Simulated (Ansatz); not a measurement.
**triplet SnH2 at 3 levels**

We compute a comparison of 3 runs (UB2PLYP/STO-3G, RPA@PBE/STO-3G, UCCSDT/STO-3G) of triplet SnH2. 

The calculation is run with Ansatz 0.2.0.

32 further runs of the same task are left out: 2 that didn't finish, 30 set aside as unsound or not needed.

### 1 The system as given

SnH2 has 3 atoms, charge 0, and is taken as a triplet. SMILES of the parent species: `[H][Sn][H]`. The shape comes from GFN2-xTB, which is rough for such elements, and wasn't checked as a minimum. That shape belongs to the parent species and isn't relaxed for this state.

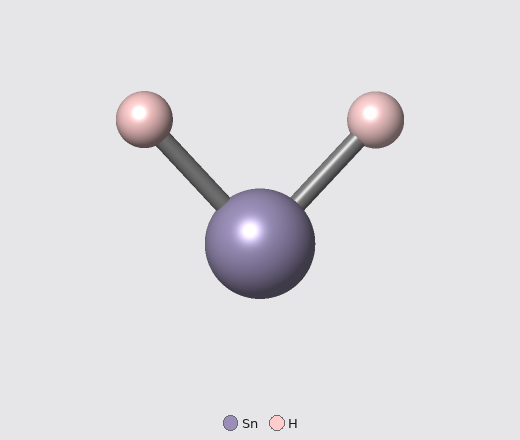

The structure, seen from a chosen angle (tin purple, hydrogen pink).

### 2 The energy at UB2PLYP/STO-3G (run 1)

molecule.yaml reads:

```yaml
basis:
  gaussian:
    orbitals: STO-3G
crystal:
  periodic: [false, false, false]
  atoms:
    - {symbol: Sn, position_ang: [0.005160, -0.008860, -0.870070]}
    - {symbol: H, position_ang: [1.236480, -0.017770, 0.442810]}
    - {symbol: H, position_ang: [-1.241640, 0.026630, 0.427260]}
accuracy: high
magnetization:
  spin_polarized: true
  initial_magnetization: 2
correlation:
  frozen_orbitals: {H: 0, Sn: 18}
hamiltonian:
  xc: {name: B2PLYP}
```

Launch:

```bash
ansatz run molecule.yaml --threads 1 --pin off --max-ram 2610MiB --events-out events.jsonl --progress --plain --runs-dir runs
```

The log of the run:

```text
Warning: RAYON_NUM_THREADS=1 ignored (pool sized by the plan → 1); use --threads N
Functional definition: B2PLYP
  name "B2PLYP"
  parameter a = 0.53
  parameter c = 0.27
  exchange = (1 - a)*b88_x + a*exact_x
  correlation = (1 - c)*lyp_c + c*(mp2_os + mp2_ss)
494 factors; integrals over basis functions are off by at most 5.0e-9 eV
mean field evaluation 1: about -162339.9695 eV, gradient 3.7e0 eV
mean field evaluation 2: about -162339.9616 eV, gradient 3.7e0 eV
mean field evaluation 4: about -162340.2240 eV, gradient 6.6e-1 eV
mean field evaluation 8: about -162340.2423 eV, gradient 3.8e-3 eV
mean field evaluation 16: about -162340.2423 eV, gradient 2.0e-7 eV
mean field -162340.24228272 eV, -5965.8938657216 hartree, gradient 1.8e-8 eV, S^2 2.001242; 0 other end points of the search recorded, 0 dependent functions left out
18 core orbitals not correlated: weight in the atoms' cores, before any rotation towards them, 1.000 or more for the frozen orbitals, at most 0.000 for the correlated occupied ones
reference -162340.24229840 eV, -5965.8938662978 hartree; 9, 7 occupied and 2, 4 virtual orbitals, 494 factors
second order -0.94432656 eV of doubles, -0.00000000 eV of singles
Total energy: -162340.49726657 eV, -5965.9032362052 hartree
```

Wall time 2.5 s (1 thread of Arm Neoverse V1, shared host); peak memory 0.13 GiB.

### 3 A single-point energy at RPA@PBE/STO-3G (run 2)

input.yaml reads:

```yaml
basis:
  gaussian:
    orbitals: STO-3G
crystal:
  periodic: [false, false, false]
  atoms:
    - {symbol: Sn, position_ang: [0.005160, -0.008860, -0.870070]}
    - {symbol: H, position_ang: [1.236480, -0.017770, 0.442810]}
    - {symbol: H, position_ang: [-1.241640, 0.026630, 0.427260]}
total_charge: 0
magnetization:
  spin_polarized: true
  initial_magnetization: 2
hamiltonian:
  xc: {name: PBE}
correlation:
  method: rpa
  frozen_orbitals: {H: 0, Sn: 18}
accuracy: high
```

Launch:

```bash
ansatz run input.yaml --threads 1 --pin off --max-ram 2610MiB --events-out events.jsonl --progress --plain --runs-dir runs
```

The log of the run:

```text
Warning: RAYON_NUM_THREADS=1 ignored (pool sized by the plan → 1); use --threads N
Functional definition: PBE
  name "PBE"
  parameter kappa = 0.804
  parameter beta = 0.06672455060314922
  exchange = pbe_x(kappa = kappa, mu = beta*pi^2/3)
  correlation = pbe_c(beta = beta)
494 factors; integrals over basis functions are off by at most 5.0e-9 eV
mean field evaluation 1: about -162336.4140 eV, gradient 5.4e0 eV
mean field evaluation 2: about -162336.3790 eV, gradient 5.4e0 eV
mean field evaluation 4: about -162336.7122 eV, gradient 3.9e-1 eV
mean field evaluation 8: about -162336.7162 eV, gradient 2.5e-3 eV
mean field evaluation 16: about -162333.7638 eV, gradient 2.8e0 eV
mean field -162336.71617890 eV, -5965.7642837964 hartree, gradient 6.9e-8 eV, S^2 2.001968; 0 other end points of the search recorded, 0 dependent functions left out
18 core orbitals not correlated: weight in the atoms' cores, before any rotation towards them, 1.000 or more for the frozen orbitals, at most 0.000 for the correlated occupied ones
reference -162297.83946408 eV, -5964.3355908784 hartree; 9, 7 occupied and 2, 4 virtual orbitals, 494 factors
Total energy: -162299.82578725 eV, -5964.4085869084 hartree
```

It took 2.3 s on 1 thread of Arm Neoverse V1, shared host; peak memory 0.12 GiB.

### 4 The energy at UCCSDT/STO-3G (run 3)

run.yaml reads:

```yaml
basis:
  gaussian: {orbitals: STO-3G}
crystal:
  periodic: [false, false, false]
  atoms:
    - symbol: Sn
      position_ang: [0.005160, -0.008860, -0.870070]
    - symbol: H
      position_ang: [1.236480, -0.017770, 0.442810]
    - symbol: H
      position_ang: [-1.241640, 0.026630, 0.427260]
magnetization: {spin_polarized: true, initial_magnetization: 2}
correlation: {method: ccsdt, frozen_orbitals: {H: 0, Sn: 18}}
accuracy: high
scf: {omitted_lower_state_checks: [cluster_reference, increment]}
```

Launch:

```bash
ansatz run run.yaml --threads 1 --pin off --max-ram 2610MiB --events-out events.jsonl --progress --plain --runs-dir runs
```

The log of the run:

```text
Warning: RAYON_NUM_THREADS=1 ignored (pool sized by the plan → 1); use --threads N
[... 11 lines left out ...]
18 core orbitals not correlated: weight in the atoms' cores, before any rotation towards them, 1.000 or more for the frozen orbitals, at most 0.000 for the correlated occupied ones
[... 25 lines left out ...]
Total energy: -162299.33552112 eV, -5964.3905699602 hartree
Checks for a lower state left out: cluster_reference, increment
```

Run time: 0.91 s. Hardware: 1 thread of Arm Neoverse V1, shared host.

### 5 All runs side by side

```
run           level   energy (Eh)   ⟨S²⟩  wall time
  1  UB2PLYP/STO-3G  -5965.903236  2.001      2.5 s
  2  RPA@PBE/STO-3G  -5964.408587  2.002      2.3 s
  3   UCCSDT/STO-3G  -5964.390570  2.015     0.91 s
```

### 6 Outcome

| quantity | value |
| --- | --- |
| run 3: total energy | -5964.39057 Eh |
| run 3: correlation energy (18 core orbitals frozen) | -43.3 mEh |
| run 3: ⟨S²⟩ of the reference determinant | 2.015 |
| run 3: T1 diagnostic | 0.007 |

What this shows: In runs 1, 2, 3 the basis is minimal, so the values are rough. In runs 1, 2, 3 relativity is left out where basis or elements ask for it. All runs together took 5.7 s, the longest 2.5 s.
